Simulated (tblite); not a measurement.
**Frequency calculation of C₅H₁₀OSSi**

C₅H₁₀OSSi, computed with GFN2-xTB harmonic vibrations, gas phase (tblite 0.8.0).

It belongs to a series of runs on one base structure; here: H on C replaced by cPr.

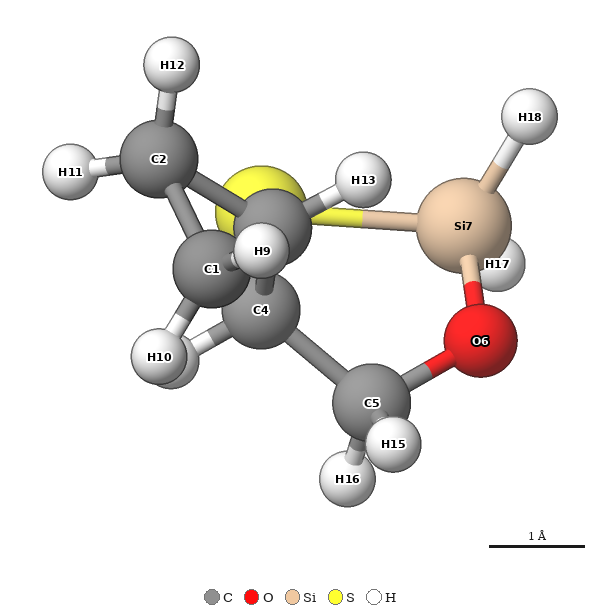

*The structure (ball-and-stick view, seen at a tilt; atoms are numbered from 1 in the order of the input).*

Bond lengths as drawn: C–C 1.50 to 1.53 Å, C–H 1.08 to 1.10 Å, C–O 1.40 Å, C–S 1.84 Å, H–Si 1.45 Å, O–Si 1.63 Å and S–Si 2.14 Å.

Summary:

- outcome: converged
- total energy: −677.7945 eV
- zero-point energy: 87.4560 kcal/mol
- hardware: 1 CPU thread, shared host
- wall time: 1.3 s
- peak memory: 0.18 GiB

Input file:
```
{"job": {"kind": "ir", "xc": "GFN2-xTB", "basis": "xTB"}, "charge": 0, "multiplicity": 1}
C     -2.185749    -0.233409     0.746181
C     -2.003250     1.138920     0.176183
C     -0.804891     0.320782     0.547061
C      0.075578    -0.248556    -0.530589
C      0.954508    -1.383993    -0.006466
O      2.021843    -0.877252     0.743570
Si     2.682945     0.535101     0.280873
S      1.204423     1.048202    -1.183012
H     -2.558290    -0.327938     1.754782
H     -2.518020    -1.019769     0.084990
H     -2.201926     1.286113    -0.874246
H     -2.250996     1.991781     0.788541
H     -0.254283     0.617511     1.432490
H     -0.523076    -0.588847    -1.376610
H      0.370388    -2.041555     0.644934
H      1.349485    -1.970688    -0.843701
H      3.953168     0.351985    -0.397053
H      2.679384     1.407932     1.440460
```

The first line tells a small driver script what to run in tblite; the rest is the geometry in Å.

Launched with:
```bash
OMP_NUM_THREADS=1 python <driver script> task.json out
```

The program's output:
```
mode    cm-1     km/mol
  1      56.9      0.21
  2      77.7      3.27
  3     137.8      2.94
  4     185.3      8.82
  5     275.5      1.62
  6     298.0      1.14
  7     394.6     10.33
  8     404.6      1.03
  9     480.1     17.69
 10     519.0     46.13
 11     573.8     94.63
 12     600.0      7.85
 13     677.1    212.47
 14     750.2     61.24
 15     782.3    144.49
 16     793.7      3.80
 17     809.2    194.25
 18     844.3      1.67
 19     863.0     10.11
 20     982.0      8.55
 21     985.6      0.69
 22    1007.0      6.69
 23    1021.5     18.02
 24    1069.9      0.68
 25    1078.3      0.54
 26    1099.7      2.04
 27    1113.5    103.06
 28    1139.4      3.90
 29    1152.6      0.59
 30    1179.3      2.65
 31    1216.6     15.03
 32    1237.0      4.28
 33    1262.8      1.09
 34    1314.9     10.08
 35    1393.0      1.15
 36    1439.4      0.33
 37    1475.7      1.22
 38    1490.6      0.81
 39    2346.5    346.17
 40    2368.8    122.52
 41    2919.2     40.81
 42    2950.4     28.68
 43    2977.7     13.27
 44    3040.2     23.98
 45    3087.6     22.85
 46    3093.5      5.38
 47    3096.8     17.54
 48    3114.0     48.19
```

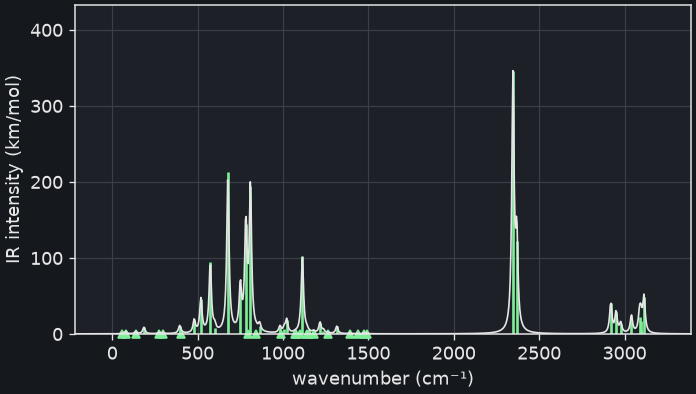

*Harmonic infrared spectrum, unscaled: sticks (degenerate modes added up, dark ones marked on the axis) with a Lorentzian envelope of 16 cm⁻¹ full width, scaled to the tallest stick.*

48 modes from 57 to 3114 cm⁻¹, none imaginary. The strongest line is at 2346 cm⁻¹ (346 km/mol).
